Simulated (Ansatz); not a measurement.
# H₂O₂S₂W: one molecule under many settings

Aim: run H₂O₂S₂W under a spread of inputs, and see what each costs and gives.

Method: the settings change from run to run; program: Ansatz 0.2.0, Gaussian basis.

## (1) The relaxed structure

An earlier PBE0-D4 in a triple-zeta def2 set relaxation fixed the geometry. W takes a core potential in def2 sets; no spin-orbit term is included.

SMILES `[OH][W]([OH])(=[S])=[S]`, 7 atoms, charge 0, spin multiplicity 1.

Atoms are counted from 1 here; the program's logs count them from 0.

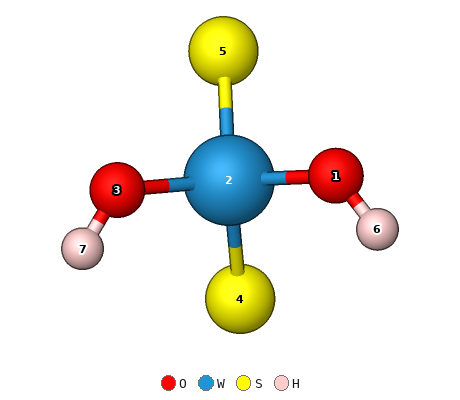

The geometry (oxygen red, tungsten blue, sulfur yellow, hydrogen pink); atoms are numbered from 1 in the order of the file.

## (2) PBEsol/def2-TZVP

Options: D3(BJ) with three-body dispersion, relativity set to scalar.

The input, in.yaml:

```yaml
crystal:
  periodic: [false, false, false]
  atoms:
    - {symbol: O, position_ang: [-0.559311, 1.016054, -1.276762]}
    - {symbol: W, position_ang: [0.326423, 0.139744, 0.119241]}
    - {symbol: O, position_ang: [0.276217, -1.712066, -0.144502]}
    - {symbol: S, position_ang: [-0.589990, 0.627640, 1.971050]}
    - {symbol: S, position_ang: [2.358822, 0.763373, 0.122087]}
    - {symbol: H, position_ang: [-1.439412, 1.390220, -1.182733]}
    - {symbol: H, position_ang: [-0.311450, -2.293064, 0.345920]}
basis:
  gaussian: {orbitals: def2-TZVP}
hamiltonian: {xc: {name: PBEsol}, dispersion: d3bjatm, pseudopotentials: {relativity: scalar}}
output: {forces: true}
```

The run is started by

```console
$ ansatz run in.yaml --threads 4 --pin off --events-out ev --progress --plain --max-ram 10444MiB
```

What it wrote:

```text
Functional definition: PBEsol
  name "PBEsol"
  cite "Perdew et al., Phys. Rev. Lett. 100, 136406 (2008) doi:10.1103/PhysRevLett.100.136406"
  cite "Perdew, Burke & Ernzerhof, Phys. Rev. Lett. 77, 3865 (1996) doi:10.1103/PhysRevLett.77.3865"
  parent pbesol
  exchange = pbesol_x
  correlation = pbesol_c
1236 factors; their error is unknown
mean field evaluation 1: about -27612.0813 eV, gradient 8.5e1 eV
mean field evaluation 2: about -27448.1606 eV, gradient 2.7e2 eV
mean field evaluation 4: about -27622.7975 eV, gradient 2.3e1 eV
mean field evaluation 8: about -27624.0534 eV, gradient 1.3e0 eV
mean field evaluation 16: about -27624.0460 eV, gradient 5.0e-3 eV
mean field -27624.04598529 eV, -1015.1649657085 hartree, gradient 1.5e-5 eV, S^2 0.000000; 0 other end points of the search recorded, 0 dependent functions left out
the calculation of the forces begins
reference -27624.04602155 eV, -1015.1649670412 hartree; 32, 32 occupied and 156, 156 virtual orbitals, 1236 factors
Total energy: -27624.15472181 eV, -1015.1689617020 hartree
Relativity: scalar
Atom 0 at    -0.559311     1.016054    -1.276762 Å, force     0.502390    -0.104940    -0.253030 eV/Å
Atom 1 at     0.326423     0.139744     0.119241 Å, force    -0.211524    -0.121542    -0.136788 eV/Å
Atom 2 at     0.276217    -1.712066    -0.144502 Å, force     0.427963     0.137954    -0.353751 eV/Å
Atom 3 at    -0.589990     0.627640     1.971050 Å, force    -0.130574     0.096189     0.328109 eV/Å
Atom 4 at     2.358822     0.763373     0.122087 Å, force     0.393825     0.124622     0.009684 eV/Å
Atom 5 at    -1.439412     1.390220    -1.182733 Å, force    -0.584854     0.240140     0.075807 eV/Å
Atom 6 at    -0.311450    -2.293064     0.345920 Å, force    -0.397227    -0.372424     0.329969 eV/Å
Dipole moment:    -0.682904    -0.257844    -0.117448 e Å
```

Run time: 2.4 s. Hardware: 4 threads of Arm Neoverse V1, shared host.

Largest force 0.637 eV/Å, dipole 3.55 D.

## (3) CAM-B3LYP/def2-mTZVPP

Set apart from the defaults: D4 dispersion, the search for lower states set to light.

Edit in.yaml of step 2 so:

```diff
@@ -11,4 +11,4 @@
 basis:
-  gaussian: {orbitals: def2-TZVP}
-hamiltonian: {xc: {name: PBEsol}, dispersion: d3bjatm, pseudopotentials: {relativity: scalar}}
-output: {forces: true}
+  gaussian: {orbitals: def2-mTZVPP}
+hamiltonian: {xc: {name: CAM-B3LYP}, dispersion: d4}
+scf: {lower_state_search: light}
```

Same command.

What it wrote (excerpt; [...] marks lines left out):

```text
Functional definition: CAM-B3LYP
  name "CAM-B3LYP"
  cite "Yanai, Tew & Handy, Chem. Phys. Lett. 393, 51 (2004) doi:10.1016/j.cplett.2004.06.011"
  cite "Iikura, Tsuneda, Yanai & Hirao, J. Chem. Phys. 115, 3540 (2001) doi:10.1063/1.1383587"
  cite "Becke, Phys. Rev. A 38, 3098 (1988) doi:10.1103/PhysRevA.38.3098"
  cite "Lee, Yang & Parr, Phys. Rev. B 37, 785 (1988) doi:10.1103/PhysRevB.37.785"
  cite "Vosko, Wilk & Nusair, Can. J. Phys. 58, 1200 (1980) doi:10.1139/p80-159"
[...]
  # Exact exchange under (alpha + beta erf(omega r))/r, Becke's under what is left of 1/r.
[...]
1285 factors; their error is unknown
418 factors; integrals over basis functions are off by at most 1.5e-5 eV
[...]
mean field -27627.42328164 eV, -1015.2890790603 hartree, gradient 7.4e-5 eV, S^2 0.000000; 0 other end points of the search recorded, 0 dependent functions left out
reference -27627.42339805 eV, -1015.2890833382 hartree; 32, 32 occupied and 116, 116 virtual orbitals, 1285 factors
Total energy: -27627.64302049 eV, -1015.2971543140 hartree
```

Run time: 2.4 s. Hardware: 4 threads of Arm Neoverse V1, shared host.

## (4) revPBE0/def2-SVP

Set apart from the defaults: charge +1, multiplicity 2, D3(BJ) dispersion.

Edit in.yaml of step 3 so:

```diff
@@ -11,4 +11,5 @@
 basis:
-  gaussian: {orbitals: def2-mTZVPP}
-hamiltonian: {xc: {name: CAM-B3LYP}, dispersion: d4}
-scf: {lower_state_search: light}
+  gaussian: {orbitals: def2-SVP}
+total_charge: 1
+magnetization: {spin_polarized: true, initial_magnetization: 1}
+hamiltonian: {xc: {name: revPBE0}, dispersion: d3bj}
```

Same command.

What it wrote (excerpt; [...] marks lines left out):

```text
Functional definition: revPBE0
  name "revPBE0"
  cite "Zhang & Yang, Phys. Rev. Lett. 80, 890 (1998) doi:10.1103/PhysRevLett.80.890"
  cite "Adamo & Barone, J. Chem. Phys. 110, 6158 (1999) doi:10.1063/1.478522"
  cite "Perdew, Burke & Ernzerhof, Phys. Rev. Lett. 77, 3865 (1996) doi:10.1103/PhysRevLett.77.3865"
[...]
995 factors; integrals over basis functions are off by at most 8.7e-4 eV
[...]
mean field -27603.37391684 eV, -1014.4052812049 hartree, gradient 3.2e-5 eV, S^2 0.792312; 4 other end points of the search recorded, 0 dependent functions left out
reference -27603.37397329 eV, -1014.4052832796 hartree; 32, 31 occupied and 74, 75 virtual orbitals, 995 factors
Total energy: -27603.83351967 eV, -1014.4221712974 hartree
```

Wall time 5.5 s (4 threads of Arm Neoverse V1, shared host).

⟨S²⟩ 0.792.

## (5) PBE/def2-SVPD

Set apart from the defaults: charge +1, multiplicity 2, atoms shaken by 0.08 Å, density fitting with def2-universal-jkfit, D4 dispersion.

The input, in.yaml:

```yaml
crystal:
  periodic: [false, false, false]
  atoms:
    - {symbol: O, position_ang: [-0.493010, 0.962543, -1.206345]}
    - {symbol: W, position_ang: [0.312348, 0.158065, 0.187120]}
    - {symbol: O, position_ang: [0.336114, -1.625248, -0.233214]}
    - {symbol: S, position_ang: [-0.637434, 0.706485, 2.093246]}
    - {symbol: S, position_ang: [2.353462, 0.714101, 0.091183]}
    - {symbol: H, position_ang: [-1.358763, 1.378992, -1.326534]}
    - {symbol: H, position_ang: [-0.355234, -2.289353, 0.294781]}
basis:
  gaussian: {orbitals: def2-SVPD, fitting: {mean_field: def2-universal-jkfit}}
total_charge: 1
magnetization: {spin_polarized: true, initial_magnetization: 1}
hamiltonian: {xc: {name: PBE}, dispersion: d4}
```

Launched as before.

What it wrote:

```text
Functional definition: PBE
  name "PBE"
  cite "Perdew, Burke & Ernzerhof, Phys. Rev. Lett. 77, 3865 (1996) doi:10.1103/PhysRevLett.77.3865"
  parent pbe
  parameter kappa = 0.804
  parameter beta = 0.06672455060314922
  exchange = pbe_x(kappa = kappa, mu = beta*pi^2/3)
  correlation = pbe_c(beta = beta)
673 factors; integrals over basis functions are off by at most 2.2e-1 eV
mean field evaluation 1: about -27571.3235 eV, gradient 8.2e1 eV
mean field evaluation 2: about -27262.6857 eV, gradient 2.2e2 eV
mean field evaluation 4: about -27573.3213 eV, gradient 7.3e1 eV
mean field evaluation 8: about -27597.5355 eV, gradient 1.5e0 eV
mean field evaluation 16: about -27597.5479 eV, gradient 8.2e-4 eV
mean field evaluation 32: about -27596.7944 eV, gradient 2.8e0 eV
mean field -27597.54794159 eV, -1014.1911805636 hartree, gradient 2.2e-5 eV, S^2 0.763644; 5 other end points of the search recorded, 0 dependent functions left out
reference -27597.54800823 eV, -1014.1911830124 hartree; 32, 31 occupied and 119, 120 virtual orbitals, 673 factors
Total energy: -27597.77019413 eV, -1014.1993481937 hartree
```

Run time: 6 s. Hardware: 4 threads of Arm Neoverse V1, shared host.

⟨S²⟩ 0.764.

## (6) r2SCAN/def2-mTZVPP

This run has atoms shaken by 0.03 Å, a point charge of 2.00 e beside it.

The input, in.yaml:

```yaml
crystal:
  periodic: [false, false, false]
  atoms:
    - {symbol: O, position_ang: [-0.576823, 1.034510, -1.280090]}
    - {symbol: W, position_ang: [0.271119, 0.120030, 0.097415]}
    - {symbol: O, position_ang: [0.315594, -1.744441, -0.176464]}
    - {symbol: S, position_ang: [-0.562752, 0.626351, 1.958247]}
    - {symbol: S, position_ang: [2.338398, 0.762421, 0.141761]}
    - {symbol: H, position_ang: [-1.456798, 1.363019, -1.194167]}
    - {symbol: H, position_ang: [-0.321237, -2.236372, 0.332482]}
basis:
  gaussian: {orbitals: def2-mTZVPP, point_charges: [{charge: 2.00, position_ang: [6.761, -0.972, 0.667]}]}
hamiltonian: {xc: {name: r2SCAN}}
output: {forces: true}
```

Same command.

What it wrote (excerpt; [...] marks lines left out):

```text
Functional definition: r2SCAN
  name "r2SCAN"
  cite "Furness, Kaplan, Ning, Perdew & Sun, J. Phys. Chem. Lett. 11, 8208 (2020) doi:10.1021/acs.jpclett.0c02405"
  cite "Furness, Kaplan, Ning, Perdew & Sun, J. Phys. Chem. Lett. 11, 9248 (2020) doi:10.1021/acs.jpclett.0c03077"
  parent r2scan
[...]
1256 factors; their error is unknown
[...]
mean field -27628.68474356 eV, -1015.3354369306 hartree, gradient 1.7e-5 eV, S^2 0.000000; 0 other end points of the search recorded, 0 dependent functions left out
[...]
reference -27628.68475333 eV, -1015.3354372897 hartree; 32, 32 occupied and 116, 116 virtual orbitals, 1256 factors
Total energy: -27628.68475333 eV, -1015.3354372897 hartree
Atom 0 at    -0.576823     1.034510    -1.280090 Å, force     0.905167    -0.446040    -0.294652 eV/Å
Atom 1 at     0.271119     0.120030     0.097415 Å, force     1.048986    -0.066803    -0.506696 eV/Å
Atom 2 at     0.315594    -1.744441    -0.176464 Å, force     0.168168     0.453613    -0.233655 eV/Å
Atom 3 at    -0.562752     0.626351     1.958247 Å, force    -0.657912     0.038049     0.819555 eV/Å
Atom 4 at     2.338398     0.762421     0.141761 Å, force     0.818205     0.030798    -0.085735 eV/Å
Atom 5 at    -1.456798     1.363019    -1.194167 Å, force    -1.327355     0.623009    -0.025935 eV/Å
Atom 6 at    -0.321237    -2.236372     0.332482 Å, force    -0.577714    -0.788208     0.376146 eV/Å
Dipole moment:    -1.571007    -0.165767    -0.047475 e Å
```

Wall time 4.9 s (4 threads of Arm Neoverse V1, shared host).

Largest force 1.467 eV/Å, dipole 7.59 D.

## (7) SPW92/def2-TZVPD

Set apart from the defaults: high accuracy.

The input, in.yaml:

```yaml
crystal:
  periodic: [false, false, false]
  atoms:
    - {symbol: O, position_ang: [-0.559311, 1.016054, -1.276762]}
    - {symbol: W, position_ang: [0.326423, 0.139744, 0.119241]}
    - {symbol: O, position_ang: [0.276217, -1.712066, -0.144502]}
    - {symbol: S, position_ang: [-0.589990, 0.627640, 1.971050]}
    - {symbol: S, position_ang: [2.358822, 0.763373, 0.122087]}
    - {symbol: H, position_ang: [-1.439412, 1.390220, -1.182733]}
    - {symbol: H, position_ang: [-0.311450, -2.293064, 0.345920]}
basis:
  gaussian: {orbitals: def2-TZVPD}
hamiltonian: {xc: {name: SPW92}}
accuracy: high
```

The command is unchanged.

What it wrote:

```text
Functional definition: SPW92
  name "SPW92"
  cite "Dirac, Proc. Camb. Phil. Soc. 26, 376 (1930) doi:10.1017/S0305004100016108"
  cite "Slater, Phys. Rev. 81, 385 (1951) doi:10.1103/PhysRev.81.385"
  cite "Perdew & Wang, Phys. Rev. B 45, 13244 (1992) doi:10.1103/PhysRevB.45.13244"
  exchange = slater_x
  correlation = pw_c
3739 factors; integrals over basis functions are off by at most 3.4e-9 eV
mean field evaluation 1: about -27512.3089 eV, gradient 8.9e1 eV
mean field evaluation 2: about -27338.9054 eV, gradient 2.8e2 eV
mean field evaluation 4: about -27524.5004 eV, gradient 2.0e1 eV
mean field evaluation 8: about -27525.4621 eV, gradient 1.8e0 eV
mean field evaluation 16: about -27525.4677 eV, gradient 6.3e-3 eV
mean field -27525.46769345 eV, -1011.5422803020 hartree, gradient 3.4e-8 eV, S^2 0.000000; 0 other end points of the search recorded, 0 dependent functions left out
reference -27525.46769974 eV, -1011.5422805332 hartree; 32, 32 occupied and 201, 201 virtual orbitals, 3739 factors
Total energy: -27525.46769974 eV, -1011.5422805332 hartree
```

Wall time 11 s (4 threads of Arm Neoverse V1, shared host); peak memory 1.3 GiB.

## (8) LC-wPBE/def2-TZVPD

Set apart from the defaults: the search for lower states set to off.

Edit in.yaml of step 7 so:

```diff
@@ -12,3 +12,3 @@
   gaussian: {orbitals: def2-TZVPD}
-hamiltonian: {xc: {name: SPW92}}
-accuracy: high
+hamiltonian: {xc: {name: LC-wPBE}}
+scf: {lower_state_search: off}
```

Launched as before.

What it wrote (excerpt; [...] marks lines left out):

```text
Functional definition: LC-wPBE
  name "LC-wPBE"
  cite "Vydrov & Scuseria, J. Chem. Phys. 125, 234109 (2006) doi:10.1063/1.2409292"
  cite "Heyd & Scuseria, J. Chem. Phys. 120, 7274 (2004) doi:10.1063/1.1668634"
  cite "Ernzerhof & Perdew, J. Chem. Phys. 109, 3313 (1998) doi:10.1063/1.476928"
  cite "Perdew, Burke & Ernzerhof, Phys. Rev. Lett. 77, 3865 (1996) doi:10.1103/PhysRevLett.77.3865"
  parent pbe
[...]
1402 factors; their error is unknown
499 factors; integrals over basis functions are off by at most 4.1e-5 eV
[...]
mean field -27622.20864149 eV, -1015.0974445695 hartree, gradient 6.0e-6 eV, S^2 0.000000; 0 other end points of the search recorded, 0 dependent functions left out
reference -27622.20864151 eV, -1015.0974445699 hartree; 32, 32 occupied and 201, 201 virtual orbitals, 1402 factors
Total energy: -27622.20864151 eV, -1015.0974445699 hartree
Checks for a lower state left out: stability, starts, cluster_reference, orbital_swaps, neighbouring_geometries, increment
```

Run time: 2.8 s. Hardware: 4 threads of Arm Neoverse V1, shared host; peak memory 0.47 GiB.

## (9) wB97/def2-TZVPD

Set apart from the defaults: coordinates scaled by 1.12.

The input, in.yaml:

```yaml
crystal:
  periodic: [false, false, false]
  atoms:
    - {symbol: O, position_ang: [-0.626428, 1.137981, -1.429973]}
    - {symbol: W, position_ang: [0.365594, 0.156513, 0.133550]}
    - {symbol: O, position_ang: [0.309363, -1.917514, -0.161843]}
    - {symbol: S, position_ang: [-0.660788, 0.702957, 2.207576]}
    - {symbol: S, position_ang: [2.641881, 0.854977, 0.136738]}
    - {symbol: H, position_ang: [-1.612141, 1.557047, -1.324661]}
    - {symbol: H, position_ang: [-0.348824, -2.568232, 0.387430]}
basis:
  gaussian: {orbitals: def2-TZVPD}
hamiltonian: {xc: {name: wB97}}
```

Launched as before.

What it wrote (excerpt; [...] marks lines left out):

```text
Functional definition: wB97
  name "wB97"
  cite "Chai & Head-Gordon, J. Chem. Phys. 128, 084106 (2008) doi:10.1063/1.2834918"
  cite "Becke, J. Chem. Phys. 107, 8554 (1997) doi:10.1063/1.475007"
[...]
  # The coefficients of nought are those of the uniform gas.
[...]
      + integral(e_c_pw_opposite_spin*poly(b97_u_opposite, 1, cos1, cos2, cos3, cos4))
1402 factors; their error is unknown
499 factors; integrals over basis functions are off by at most 4.0e-5 eV
[...]
mean field -27625.69832607 eV, -1015.2256881122 hartree, gradient 1.2e-5 eV, S^2 0.000000; 0 other end points of the search recorded, 0 dependent functions left out
reference -27625.69830534 eV, -1015.2256873506 hartree; 32, 32 occupied and 201, 201 virtual orbitals, 1402 factors
Total energy: -27625.69830534 eV, -1015.2256873506 hartree
```

Wall time 10 s (4 threads of Arm Neoverse V1, shared host); peak memory 0.58 GiB.

## (10) All runs side by side

```csv
level,charge,multiplicity,geometry,functions,energy (eV),time
PBEsol/def2-TZVP,0,1,relaxed,188,-27624.155,2.4 s
CAM-B3LYP/def2-mTZVPP,0,1,relaxed,148,-27627.643,2.4 s
revPBE0/def2-SVP,1,2,relaxed,106,-27603.834,5.5 s
PBE/def2-SVPD,1,2,shaken,151,-27597.770,6 s
r2SCAN/def2-mTZVPP,0,1,"shaken, point charge",148,-27628.685,4.9 s
SPW92/def2-TZVPD,0,1,relaxed,233,-27525.468,11 s
LC-wPBE/def2-TZVPD,0,1,relaxed,233,-27622.209,2.8 s
wB97/def2-TZVPD,0,1,scaled,233,-27625.698,10 s
```

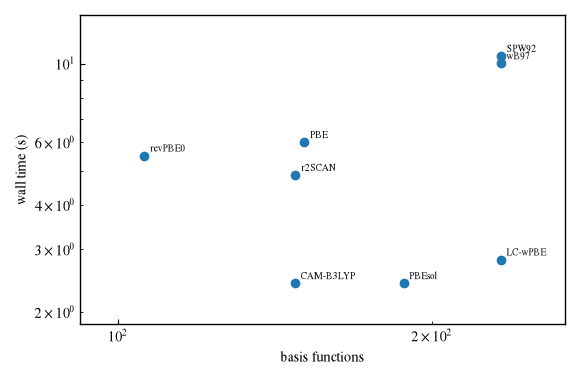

Wall time against the number of basis functions (shared host).

## (11) What came out

```
                                         quantity                    value
                                             runs                        8
                                         quickest  PBEsol/def2-TZVP, 2.4 s
                                          slowest   SPW92/def2-TZVPD, 11 s
spread of total energies, same state and geometry                 102.2 eV
```

**Reading.** Run time spans a factor of 4, from PBEsol/def2-TZVP to SPW92/def2-TZVPD. The jobs differ in tasks and options as well as level. The totals spread over 102 eV; they can't be compared across methods or bases. Some of these runs are scalar-relativistic and others not, which shifts the totals of all-electron atoms past neon by eV; core potentials, where a basis has them, take the core out of the total altogether. At the PBE0-D4/def2-TZVP geometry and in the same state, runs without warnings or point charges leave forces up to 0.64 eV/Å (PBEsol/def2-TZVP).
